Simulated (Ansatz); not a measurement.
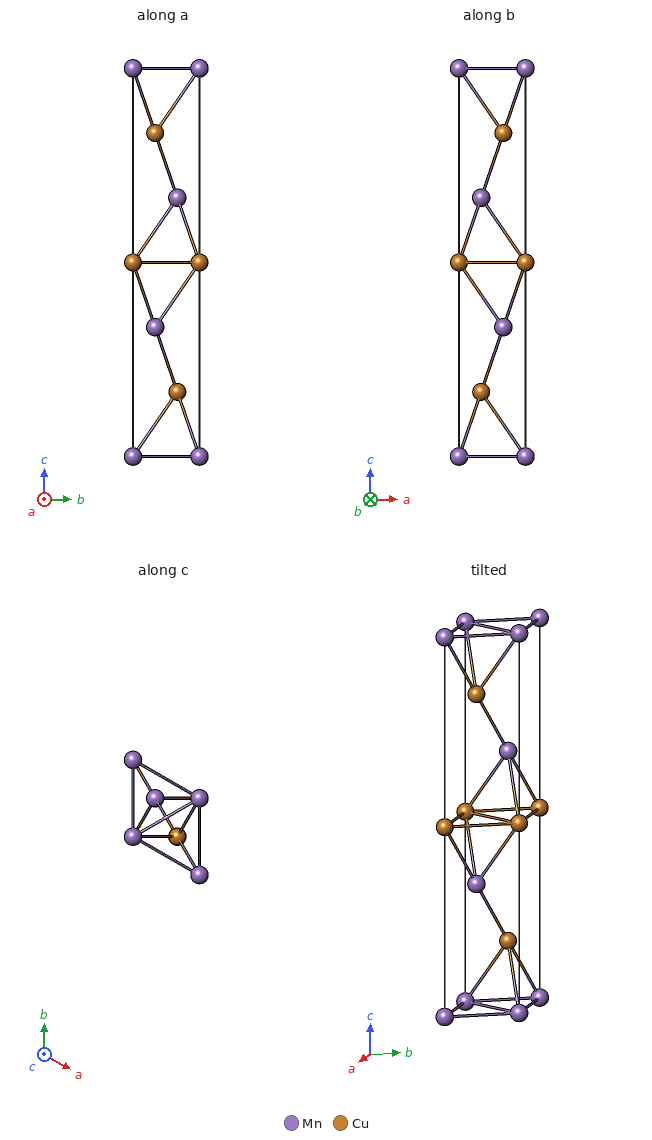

The crystal in a ball-and-stick representation, seen along the a axis, along the b axis, along the c axis and slightly off an axis. The edges of the conventional unit cell are marked.

Lattice parameters: a = 2.7016 Å, b = 2.7016 Å, c = 13.6604 Å, α = 90.000°, β = 90.000°, γ = 120.000°.

Put the structure into a CIF in P1 with every atom of the cell.

Answer.
```cif
data_structure
_symmetry_space_group_name_H-M 'P 1'
_symmetry_Int_Tables_number 1
_cell_length_a 2.7016
_cell_length_b 2.7016
_cell_length_c 13.6604
_cell_angle_alpha 90.000
_cell_angle_beta 90.000
_cell_angle_gamma 120.000
_cell_volume 86.34
loop_
_atom_site_label
_atom_site_type_symbol
_atom_site_fract_x
_atom_site_fract_y
_atom_site_fract_z
_atom_site_occupancy
Mn1 Mn 0.0000 0.0000 0.0000 1
Cu1 Cu 0.3333 0.6667 0.1667 1
Mn2 Mn 0.6667 0.3333 0.3333 1
Cu2 Cu 0.0000 0.0000 0.5000 1
Mn3 Mn 0.3333 0.6667 0.6667 1
Cu3 Cu 0.6667 0.3333 0.8333 1
```

It goes back to a structure type filled with these elements by a generator (whether the compound takes this form wasn't checked). Earlier steps of the study may have refined or changed the cell and positions. An electronic-structure calculation with Ansatz was run on it.

At this level of theory the cell isn't at rest (stretched, at -28 GPa), so its distances can differ from those at equilibrium, the more so the softer the solid.
